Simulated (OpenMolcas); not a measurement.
C2H5B: a line through the functionals

The species is C2H5B (8 atoms), meant as a singlet with charge 0. As SMILES, `BC=C`. The coordinates come from a PBE0-D4/def2-TZVP relaxation.

The dipole moment y, in D, basis 6-311+G(d,p); a is the functional's share of exact exchange. Programs: OpenMolcas 26.06.

```
functional     program     a  y (D)
    r2SCAN  OpenMolcas     0   1.36
      TPSS  OpenMolcas     0   1.38
     B3LYP  OpenMolcas   0.2      ?
      PBE0  OpenMolcas  0.25   1.33
     BHLYP  OpenMolcas   0.5   1.25
```

Question: Fit y = c + s·a to the known rows and predict B3LYP.

Answer: 
1. Means of the 4 rows: a = 0.1875, y = 1.330.
2. Σ(Δa)² = 0.17188, Σ(Δa·Δy) = -0.04, so the slope is -0.04/0.17188 = -0.23272.
3. Intercept: 1.330 − (-0.23272) × 0.1875 = 1.374. The largest residual of the fit is 0.015.
4. B3LYP: 1.374 + (-0.23272) × 0.2 = 1.33 D.

The run gave 1.33 D, so the prediction is off by 0.00 D: they agree to the digits shown.

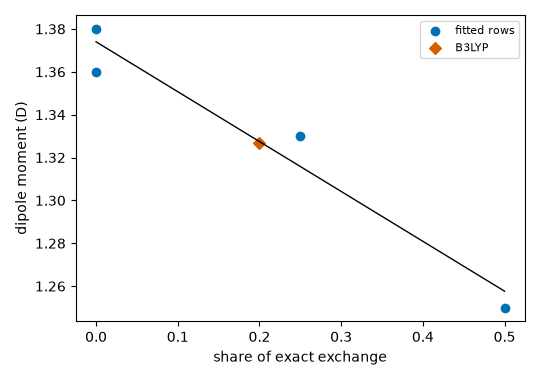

The fitted line, with the withheld row.
